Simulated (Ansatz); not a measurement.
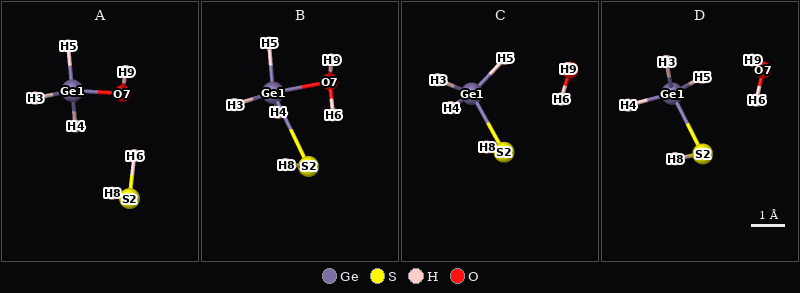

4 geometries from a converged minimum-energy path of GeH6SO, made up at the start of GeH$_{4}$S and H2O, shuffled. A ball-and-stick model, seen at a tilt.

Method: RKS PBE0/def2-SVP in Ansatz. Set-up: 5 movable images; climbing image; force threshold 0.05 eV/Å; iteration limit 60; starting path through a guess of the saddle point.

Question: One of them is the converged climbing image. Which?

Answer: B. In order along the path, whose images run from 0 to 6: D (image 0, 0.00 eV), C (image 1, +0.08 eV), B (image 3, +1.20 eV), A (image 5, +0.29 eV). Breaking: Ge1–S2 (2.25 → 2.74 at the top → 4.34 Å), H6–O7 (0.97 → 1.09 at the top → 2.02 Å). Forming: Ge1–O7 (3.27 → 1.99 at the top → 1.79 Å), S2–H6 (2.46 → 1.80 at the top → 1.36 Å).

Limits of the set-up: the start holds two separate molecules, 2.5 Å apart at their closest, whose relative position is a soft coordinate and is computed without a dispersion correction.

The run took 5.4 min on 2 threads of Arm Neoverse V1, with other jobs on the host, peak memory 0.2 GiB.
